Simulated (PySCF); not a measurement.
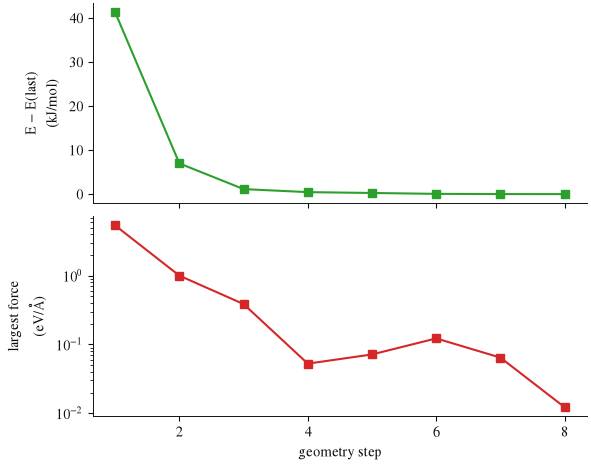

History of a geometry optimisation. C2H4Cl2 (SMILES CC(Cl)Cl); PBE0-D3(BJ)/def2-SVP, geometry optimisation (PySCF).

The optimisation met its thresholds at geometry 8, counting the start as the first. The energy fell by about 41 kJ/mol from the first step to the last. The largest force goes from about 5.4 eV/Å at the start to 0.012 eV/Å at the end.
